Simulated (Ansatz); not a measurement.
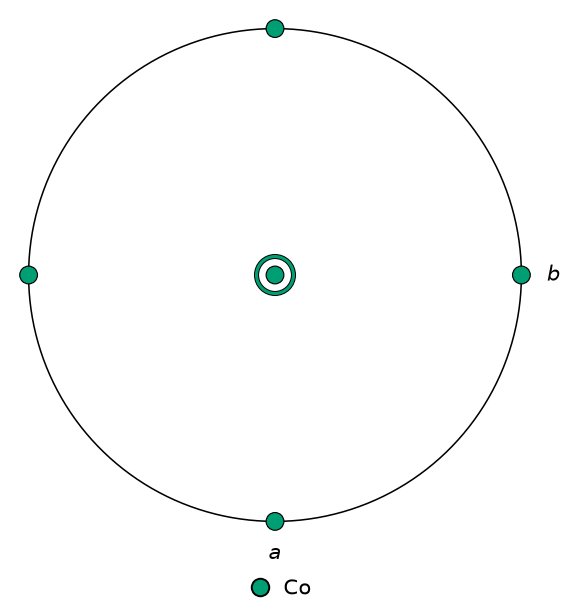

For CoO, a calculation's input that goes back to an entry of the Crystallography Open Database (an earlier step may have relaxed or displaced it): directions from one oxygen atom at (1/2, 0, 0) to its bonded neighbours, in stereographic projection down c (filled: above the plane of the page or in it, open: below). The drawing is computed from the coordinates (standard cell, symmetry found to 0.002 Å).

Neighbours are counted up to 2.34 Å for Co.

```yaml
crystal:
  lattice:
    - [4.26300, 0.00000, 0.00000]
    - [0.00000, 4.26300, 0.00000]
    - [0.00000, 0.00000, 4.26300]
  atoms:
    - { symbol: Co, position: [0.00000, 0.00000, 0.00000] }
    - { symbol: O, position: [0.50000, 0.00000, 0.00000] }
    - { symbol: Co, position: [0.00000, 0.50000, 0.50000] }
    - { symbol: O, position: [0.50000, 0.50000, 0.50000] }
    - { symbol: Co, position: [0.50000, 0.00000, 0.50000] }
    - { symbol: O, position: [0.00000, 0.00000, 0.50000] }
    - { symbol: Co, position: [0.50000, 0.50000, 0.00000] }
    - { symbol: O, position: [0.00000, 0.50000, 0.00000] }
```

How many neighbours are there, and at what angles?

6: 6 Co at 2.13 Å. Angles between bonds: 90° (12×), 180° (3×).

What is the site's symmetry in the crystal?

Point group m-3m (Oh), order 48: three fourfold axes, four threefold axes, six twofold axes, nine mirror planes, an inversion centre. In No. 225, Fm-3m this is Wyckoff position 4b.
